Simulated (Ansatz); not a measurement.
```xyz
12

B     1.6536    0.0412   -3.8863
F     1.1958   -1.0650   -4.4680
O     1.2615    0.3509   -2.6407
O     0.1765    0.7204   -0.2361
Si    0.2461   -0.3341   -1.4897
Si    0.8893    2.0435    0.4796
H     2.4172    0.7474   -4.4953
H     0.8361   -1.6230   -1.0439
H    -1.1108   -0.5044   -2.0668
H     0.1835    2.2953    1.7663
H     0.7642    3.2381   -0.4051
H     2.3334    1.7724    0.7447
```

Geometry: PBE0-D4/def2-SVP.

Method: isolated molecule in a Gaussian basis; Kohn-Sham density functional theory, functional PBE0 (Ansatz).

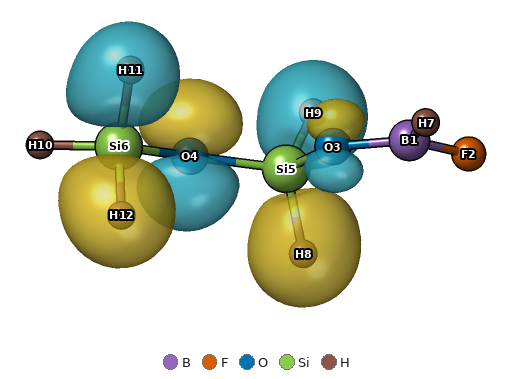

BFH₆O₂Si₂ (SMILES FBO[SiH2]O[SiH3]). The HOMO at ±0.1 Å⁻³ᐟ² (yellow and cyan are the two phases), seen from one side.

Describe this orbital and give its energy.

Answer. It lies mainly on O4 (about 30 %), Si5 (about 15 %), Si6 (about 15 %), H8 (about 10 %), H12 (about 10 %) and H9 (about 10 %). Its energy is −8.82 eV.
